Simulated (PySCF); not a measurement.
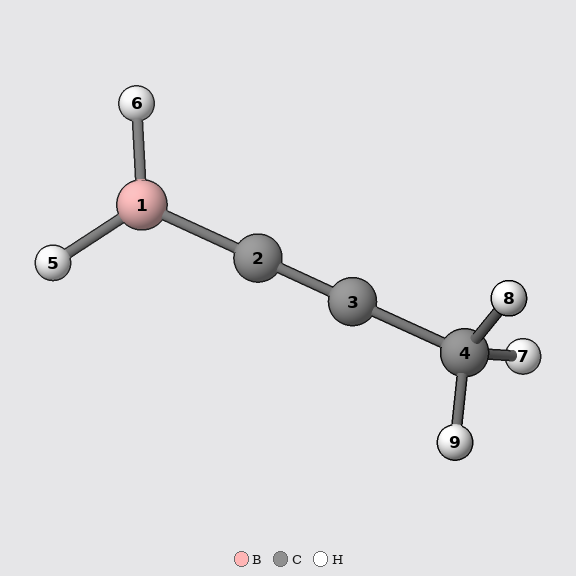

Atoms carry their numbers in the input. The computed structure is the end point of a PBE0-D3(BJ)/def2-SVP optimisation. No frequency run is at hand to confirm it as a minimum.

What are the angles C2–B1–H5, C2–B1–H6, B1–C2–C3, C2–C3–C4, C3–C4–H7, C3–C4–H8, C3–C4–H9?

```csv
angle,degrees
C2–B1–H5,120.3
C2–B1–H6,120.4
B1–C2–C3,179.9
C2–C3–C4,179.7
C3–C4–H7,110.1
C3–C4–H8,110.6
C3–C4–H9,112.1
```
